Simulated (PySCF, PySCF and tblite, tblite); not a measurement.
# C8H13NSi: conformers and averaged spectra

Which conformers does C8H13NSi (`C[Si](C)(C)c1ccncc1`) populate, and what do their averaged NMR parameters look like?

Computed with tblite 0.8.0 (tight binding) and PySCF 2.14.0 (DFT, with response routines of our own); each step states its level. Atoms count from 0 throughout.

### Step 1. The molecule as given

23 atoms, charge 0, multiplicity 1; geometry from: MMFF94s geometry.

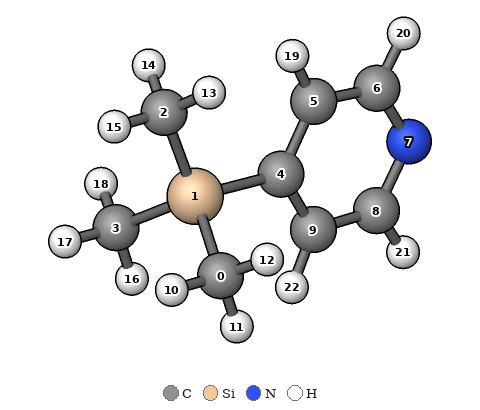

The starting geometry (carbon grey, silicon light orange, nitrogen blue, hydrogen white), atoms numbered.

### Step 2. GFN2-xTB relaxation, conformer 1

What the job is given:

```
{"job": {"xc": "GFN2-xTB", "basis": "xTB", "kind": "relax"}, "charge": 0, "multiplicity": 1}
C     -1.353000     0.882100     1.818000
Si    -1.005900    -0.196500     0.319200
C     -2.256700     0.143400    -1.008400
C     -1.108800    -2.001300     0.820000
C      0.761300     0.161500    -0.276700
C      1.007200     0.628500    -1.584100
C      2.324800     0.878600    -1.969200
N      3.399300     0.699000    -1.158200
C      3.142200     0.242300     0.084800
C      1.859200    -0.031300     0.567200
H     -2.376400     0.698600     2.190100
H     -0.660200     0.676900     2.631600
H     -1.287500     1.944800     1.563700
H     -2.226200     1.195600    -1.321900
H     -2.087100    -0.468300    -1.889900
H     -3.278800    -0.064600    -0.636600
H     -0.400100    -2.229800     1.636200
H     -2.116300    -2.255300     1.182100
H     -0.879800    -2.655500    -0.015400
H      0.221000     0.806200    -2.291700
H      2.550100     1.243700    -2.959500
H      4.010600     0.109300     0.714400
H      1.756400    -0.380900     1.594400
```

Started as:

```
$ OMP_NUM_THREADS=1 python ens_run.py task.json out
```

The driver reads the study from task.json and runs its stages one after another.

Standard output:

```text
step      E/eV     max force
  0    -771.79149    1.755
  1    -771.90266    0.473
  2    -771.91864    0.353
  3    -771.93026    0.184
  4    -771.93669    0.187
  5    -771.94278    0.168
  6    -771.94664    0.140
  7    -771.94938    0.112
  8    -771.95099    0.098
  9    -771.95200    0.084
 10    -771.95261    0.045
 11    -771.95292    0.030
 12    -771.95292    0.030
 13    -771.95302    0.028
 14    -771.95319    0.030
 15    -771.95327    0.041
 16    -771.95343    0.042
 17    -771.95353    0.025
 18    -771.95363    0.023
 19    -771.95372    0.023
 20    -771.95379    0.024
 21    -771.95384    0.022
 22    -771.95391    0.020
 23    -771.95400    0.025
 24    -771.95409    0.027
 25    -771.95416    0.021
 26    -771.95421    0.016
 27    -771.95427    0.017
 28    -771.95433    0.026
 29    -771.95441    0.030
 30    -771.95446    0.020
 31    -771.95449    0.013
 32    -771.95451    0.012
 33    -771.95452    0.009
 34    -771.95453    0.012
 35    -771.95454    0.010
 36    -771.95455    0.006
 37    -771.95455    0.007
 38    -771.95456    0.005
 39    -771.95456    0.005
 40    -771.95456    0.004
 41    -771.95457    0.003
```

Wall time 0.55 s (1 thread of Intel Xeon 6975P-C, shared host).

Gain 0.163 eV; displacement 0.04 Å root mean square.

### Step 3. Shieldings, conformer 1: PBE0/pcSseg-1 in chloroform

What the job is given:

```
{"job": {"xc": "PBE0", "basis": "pcSseg-1", "solvent": "chloroform", "kind": "nmr", "pop": true}, "charge": 0, "multiplicity": 1}
C     -1.354509     0.909449     1.847203
Si    -1.008301    -0.202131     0.335572
C     -2.272269     0.159821    -1.042633
C     -1.094487    -2.041873     0.833970
C      0.754101     0.165240    -0.284095
C      1.021683     0.628637    -1.569069
C      2.331180     0.873425    -1.949254
N      3.368633     0.691489    -1.150181
C      3.127135     0.251724     0.073703
C      1.855712    -0.022654     0.547664
H     -2.353759     0.738710     2.236342
H     -0.652191     0.714973     2.652185
H     -1.276062     1.962439     1.592616
H     -2.238345     1.199560    -1.353819
H     -2.095741    -0.455970    -1.919380
H     -3.282142    -0.044060    -0.700404
H     -0.389098    -2.271785     1.626831
H     -2.085756    -2.303262     1.191912
H     -0.865670    -2.692196    -0.005361
H      0.217042     0.797386    -2.267884
H      2.566804     1.233732    -2.943229
H      4.000210     0.114744     0.699948
H      1.721078    -0.380413     1.557442
```

Standard output:

```text
coarse grid: 19440 points
cycle   1  E = -656.2003993451  dE =  1.250e+00  |g| = 5.672e-01  |ddm| = 4.443e+00
cycle   2  E = -656.1944438581  dE =  5.955e-03  |g| = 5.968e-01  |ddm| = 1.019e+00
cycle   3  E = -656.2832616332  dE = -8.882e-02  |g| = 4.990e-02  |ddm| = 5.015e-01
cycle   4  E = -656.2836038847  dE = -3.423e-04  |g| = 3.154e-02  |ddm| = 4.979e-02
cycle   5  E = -656.2838021228  dE = -1.982e-04  |g| = 6.405e-03  |ddm| = 2.764e-02
cycle   6  E = -656.2838095546  dE = -7.432e-06  |g| = 3.029e-03  |ddm| = 9.346e-03
final grid: 182424 points
cycle   7  E = -656.3408154964  dE = -4.497e-05  |g| = 9.971e-03  |ddm| = 4.252e-02
cycle   8  E = -656.3408024587  dE =  1.304e-05  |g| = 1.218e-02  |ddm| = 1.966e-02
cycle   9  E = -656.3408406821  dE = -3.822e-05  |g| = 2.244e-03  |ddm| = 1.179e-02
cycle  10  E = -656.3408419435  dE = -1.261e-06  |g| = 2.945e-04  |ddm| = 2.279e-03
cycle  11  E = -656.3408419611  dE = -1.756e-08  |g| = 1.118e-04  |ddm| = 3.185e-04
cycle  12  E = -656.3408419635  dE = -2.455e-09  |g| = 3.138e-05  |ddm| = 9.101e-05
cycle  13  E = -656.3408419637  dE = -2.033e-10  |g| = 9.090e-06  |ddm| = 3.402e-05
converged SCF energy = -656.3408419637

GIAO shielding tensors (ppm)
atom      isotropic    diamagn.    paramagn.     s11        s22        s33       span
  0 C      187.447     255.466     -68.020    182.808    186.465    193.068     10.260
  1 Si     352.449     883.607    -531.157    339.731    344.348    373.268     33.537
  2 C      190.794     256.327     -65.533    187.124    191.019    194.240      7.116
  3 C      187.443     255.471     -68.028    182.824    186.438    193.066     10.243
  4 C       29.404     264.039    -234.635    -64.115    -43.793    196.120    260.236
  5 C       53.340     256.006    -202.666    -65.797     49.583    176.234    242.031
  6 C       32.284     251.965    -219.681    -77.901     26.838    147.916    225.817
  7 N      -80.330     335.062    -415.391   -378.594   -170.960    308.565    687.160
  8 C       32.632     252.221    -219.589    -77.787     27.545    148.136    225.923
  9 C       52.378     256.897    -204.518    -67.352     47.372    177.114    244.466
 10 H       31.443      30.509       0.933     26.991     28.554     38.783     11.792
 11 H       31.281      32.790      -1.509     26.226     29.322     38.295     12.070
 12 H       31.541      32.426      -0.885     27.369     29.179     38.075     10.707
 13 H       31.258      32.894      -1.637     27.170     28.355     38.248     11.077
 14 H       31.258      32.892      -1.634     27.179     28.346     38.250     11.072
 15 H       31.379      30.536       0.844     26.562     29.031     38.544     11.982
 16 H       31.281      32.793      -1.511     26.227     29.323     38.294     12.067
 17 H       31.443      30.512       0.931     26.992     28.553     38.785     11.793
 18 H       31.542      32.434      -0.892     27.368     29.182     38.076     10.707
 19 H       24.073      35.382     -11.309     19.852     21.791     30.575     10.723
 20 H       22.806      29.106      -6.301     18.493     22.697     27.226      8.733
 21 H       22.760      29.210      -6.450     18.426     22.663     27.190      8.764
 22 H       23.990      35.307     -11.317     20.432     21.150     30.389      9.957
```

It took 52 s on 1 thread of Intel Xeon 6975P-C, shared host; peak memory 1.3 GiB.

Key values: HOMO -7.34 eV, LUMO -0.94 eV; dipole 3.38 D.

The fields below are evaluated on a grid from the run's orbitals.

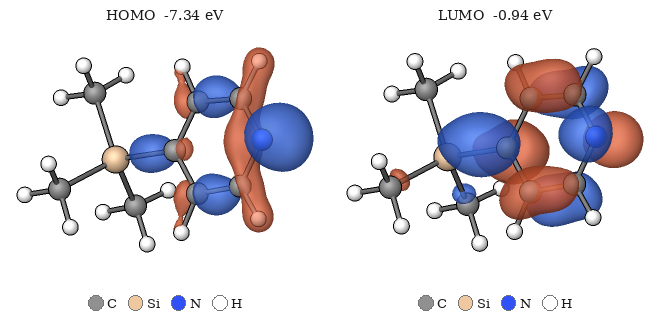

Frontier orbitals at PBE0/pcSseg-1; each surface holds 70 % of the orbital's density, blue and red mark the sign.

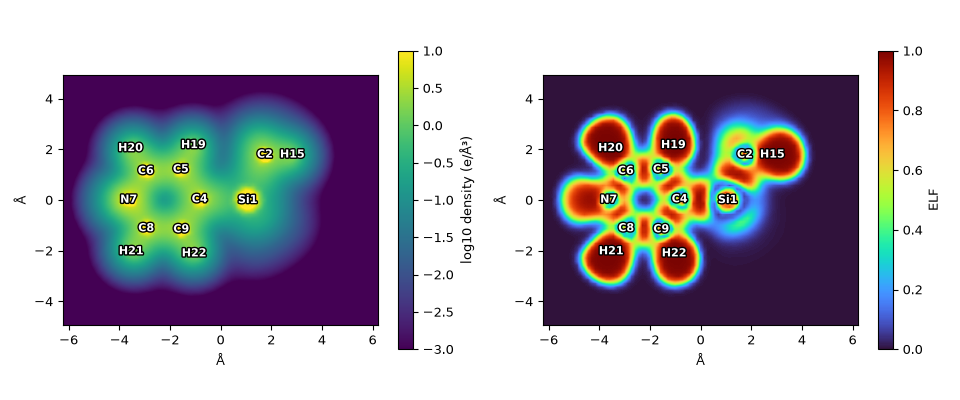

Density (left) and ELF (right) in a plane through or near 13 of the atoms.

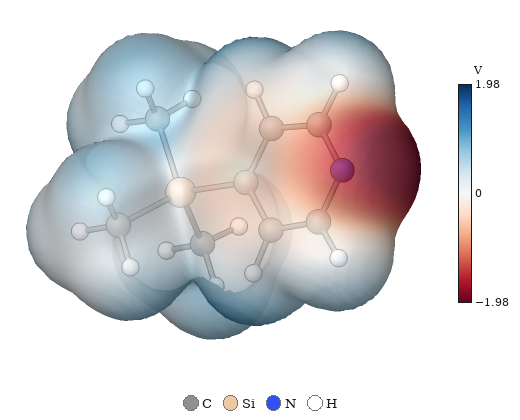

The potential that a unit positive charge feels on the 0.002 e/bohr³ surface, from the 1st to the 99th percentile, from -1.98 V near N7 to 1.05 V near H22.

### Step 4. Averages: properties at PBE0/pcSseg-1 in chloroform

What the job is given:

```
{"job": {"study": "conf", "smiles": "C[Si](C)(C)c1ccncc1", "search": {"seed": 4183, "n_embed": 60, "ff_keep": 14, "window": 3.0, "nmax": 10, "temps": [200, 250, 298.15, 350, 400], "t_ref": 298.15, "order": 0.002}, "level": {"nmr": {"xc": "PBE0", "basis": "pcSseg-1", "solvent": "chloroform"}}, "kind": "conf"}, "charge": 0, "multiplicity": 1}
C     -1.354509     0.909449     1.847203
Si    -1.008301    -0.202131     0.335572
C     -2.272269     0.159821    -1.042633
C     -1.094487    -2.041873     0.833970
C      0.754101     0.165240    -0.284095
C      1.021683     0.628637    -1.569069
C      2.331180     0.873425    -1.949254
N      3.368633     0.691489    -1.150181
C      3.127135     0.251724     0.073703
C      1.855712    -0.022654     0.547664
H     -2.353759     0.738710     2.236342
H     -0.652191     0.714973     2.652185
H     -1.276062     1.962439     1.592616
H     -2.238345     1.199560    -1.353819
H     -2.095741    -0.455970    -1.919380
H     -3.282142    -0.044060    -0.700404
H     -0.389098    -2.271785     1.626831
H     -2.085756    -2.303262     1.191912
H     -0.865670    -2.692196    -0.005361
H      0.217042     0.797386    -2.267884
H      2.566804     1.233732    -2.943229
H      4.000210     0.114744     0.699948
H      1.721078    -0.380413     1.557442
```

Standard output:

```text
conformer  sym    E(xTB)   E(DFT)   G(298.15 K)  weight  dipole/D
    1     Cs      0.000    0.000    0.000   1.0000    3.381

mean shielding (ppm) by class
class atoms           200 K      250 K   298.15 K      350 K      400 K
  0 C  0,2,3        188.561    188.561    188.561    188.561    188.561
  1 Si 1            352.449    352.449    352.449    352.449    352.449
  2 C  4             29.404     29.404     29.404     29.404     29.404
  3 C  5,9           52.859     52.859     52.859     52.859     52.859
  4 C  6,8           32.458     32.458     32.458     32.458     32.458
  5 N  7             -80.33     -80.33     -80.33     -80.33     -80.33
  6 H  10,11,12      31.381     31.381     31.381     31.381     31.381
  7 H  19,22         24.032     24.032     24.032     24.032     24.032
  8 H  20,21         22.783     22.783     22.783     22.783     22.783
```

Run time: 54 s. Hardware: 1 thread of Intel Xeon 6975P-C, shared host. This counts the runs that the step sums up.

The search (ETKDG and KDG, MMFF94s, GFN2-xTB) embedded 60 structures, kept 1 distinct ones after the force field and 1 after xTB; 1 was carried on (window 3.0 kcal/mol at the search's own energies). Energies: PBE0/pcSseg-1 in chloroform with D3(BJ).

Conformer by conformer (298 K):

```tsv
no.	group	mirror pair	ΔE xTB	ΔE DFT	ΔG	weight (%)	μ (D)	C0–Si1–C4–C5 (°)	A, B, C (GHz)
1	Cs	no	0.00	0.00	0.00	100.0	3.38	-120	2.04, 0.72, 0.64
```

Energies in kcal/mol. ΔG holds xTB vibrations and rotation, symmetry numbers and mirror pairs.

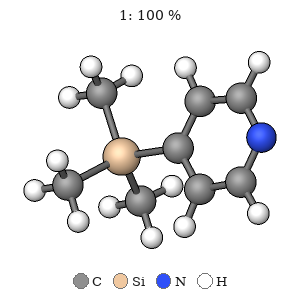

The one conformer.

Shifts against references run at the same level ($^{13}$C TMS 187.6, $^{29}$Si TMS 349.0, $^{15}$N NH3 269.8, $^{1}$H TMS 31.70 ppm of shielding), by class of atoms, at 298 K:

```tsv
atoms	environment	average
C4	substituted aromatic carbon	158.2
C6, C8	aromatic CH next to a ring nitrogen	155.1
C5, C9	aromatic CH	134.7
C0, C2, C3	methyl carbon bonded to Si	-1.0
H20, H21	hydrogen on an aromatic CH next to a ring nitrogen	8.91
H19, H22	hydrogen on an aromatic CH	7.67
H10, H11, H12 and 6 more	hydrogen on a methyl carbon bonded to Si	0.32
Si1	silicon bonded to 4 C	-3.5
N7	pyridine-type ring nitrogen	350.2
```

Effective distances for nuclear Overhauser effects, ⟨r⁻⁶⟩^(−1/6) over all pairs of two classes (Å): H19···H20 2.78; H10···H19 3.40.

### Step 5. Results

| quantity | value |
| --- | --- |
| conformers | 1; the first in weight is no. 1 (Cs), 100 % at 298 K |
| root-mean-square dipole | 3.38 D |
| averaged $^{13}$C shifts (PBE0/pcSseg-1 in chloroform) | 158.2, 155.1, 134.7, -1.0 ppm |
| averaged $^{1}$H shifts (PBE0/pcSseg-1 in chloroform) | 8.91, 7.67, 0.32 ppm |
| averaged $^{29}$Si shifts (PBE0/pcSseg-1 in chloroform) | -3.5 ppm |

In words: The search found one conformer in the window, so the averages are its own values.
